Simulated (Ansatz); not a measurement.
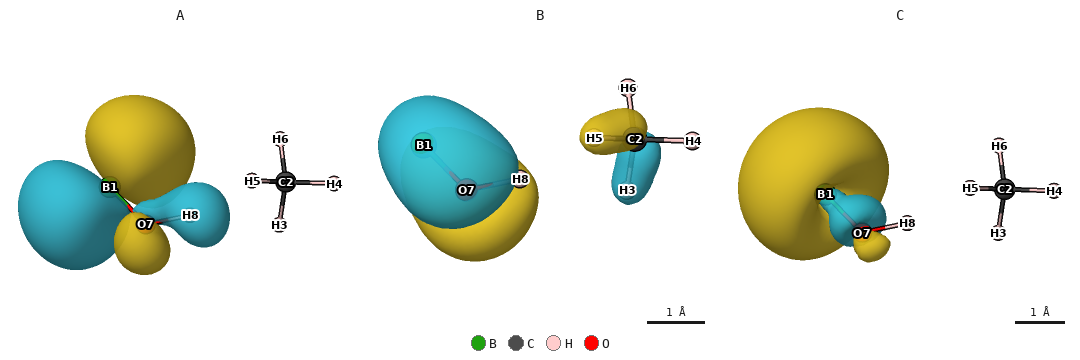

The picture shows: BHO···CH$_{4}$. Three frontier orbitals at ±0.1 Å⁻³ᐟ² (yellow and cyan are the two phases), in no order.

Theory: RKS PBE-D4/def2-SVP (Ansatz).

```xyz
8

B    -1.1297    0.3632   -1.6638
C     1.1486   -0.2883    1.4840
H     0.4143   -1.1142    1.3948
H     1.7189   -0.4430    2.4186
H     0.6487    0.6987    1.5505
H     1.8374   -0.3035    0.6192
O    -1.3350    0.1943   -0.3904
H    -0.6260    0.0462    0.2759
```

### Order the three orbitals by energy and name them.

B is the HOMO−1 (−9.78 eV). Its weight (Hirshfeld) is mainly on O7 (about 75 %) and B1 (about 20 %). C is the HOMO (−5.40 eV). It lies mainly on B1 (about 90 %) and O7 (about 10 %). A is the LUMO (−1.46 eV). By Hirshfeld shares it lies mainly on B1 (about 75 %) and O7 (about 15 %).

### What is the HOMO–LUMO gap?

3.94 eV between the orbital energies.
